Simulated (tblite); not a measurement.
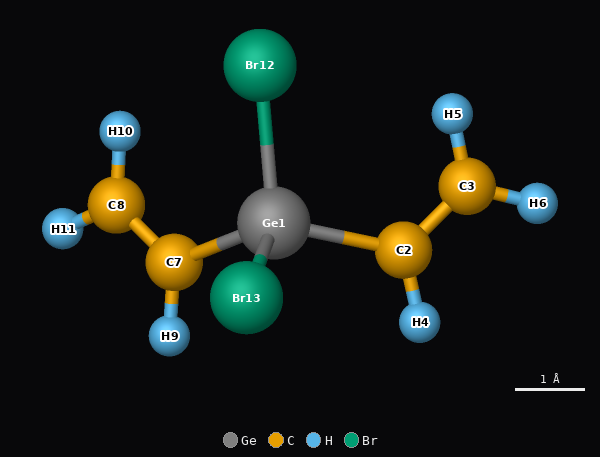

**Figure 1.** The input geometry (ball-and-stick view, seen at a tilt; atoms are numbered from 1 in the order of the input). Sticks mark near contacts. Bond lengths as drawn: Br–Ge 2.32 to 2.34 Å, C–C 1.32 Å, C–Ge 1.99 Å and C–H 1.08 Å.

# Relaxed scan, with input and output: C4H6Br2Ge

- system: C4H6Br2Ge (Ge(vinyl)2Br2)
- method: GFN2-xTB relaxed scan under a harmonic restraint, gas phase (tblite 0.8.0)

The input
```
{"job": {"xc": "GFN2-xTB", "basis": "xTB", "coordinate": [["t", [11, 0, 1, 2], 0.16666666666666666], ["t", [11, 0, 1, 3], 0.16666666666666666], ["t", [12, 0, 1, 2], 0.16666666666666666], ["t", [12, 0, 1, 3], 0.16666666666666666], ["t", [6, 0, 1, 2], 0.16666666666666666], ["t", [6, 0, 1, 3], 0.16666666666666666]], "kind": "drive"}, "charge": 0, "multiplicity": 1}
Ge    -0.450246    -0.379716    -0.457301
C     -0.823501    -0.621261     1.478805
C     -1.521009     0.233512     2.203019
H     -0.423905    -1.526869     1.913928
H     -1.931834     1.140358     1.783513
H     -1.714674     0.067332     3.252012
C      1.439565    -0.280140    -1.061460
C      1.959606     0.768418    -1.671210
H      2.030775    -1.164424    -0.867670
H      1.381121     1.657114    -1.877857
H      2.989823     0.788261    -1.993536
Br    -1.543640     1.539111    -1.174990
Br    -1.396459    -2.221221    -1.544982
```

The first line tells a small driver script what to run in tblite; the rest is the geometry in Å.

Hardware: 1 CPU thread, shared host.

Launched with:
```bash
OMP_NUM_THREADS=1 python <driver script> task.json out
```

What the program printed
```
point  coordinate     E/eV
  0     43.600     -591.45057
  1     58.600     -591.44210
  2     73.600     -591.43416
  3     88.700     -591.43104
  4    103.800     -591.43700
  5    118.800     -591.44863
  6    133.800     -591.45887
  7    148.700     -591.46226
  8    163.700     -591.45724
  9    178.600     -591.44478
 10    193.600     -591.43062
 11    208.700     -591.42032
```

Key numbers

- outcome: converged
- wall time: 3.4 s
- peak memory: 0.18 GiB
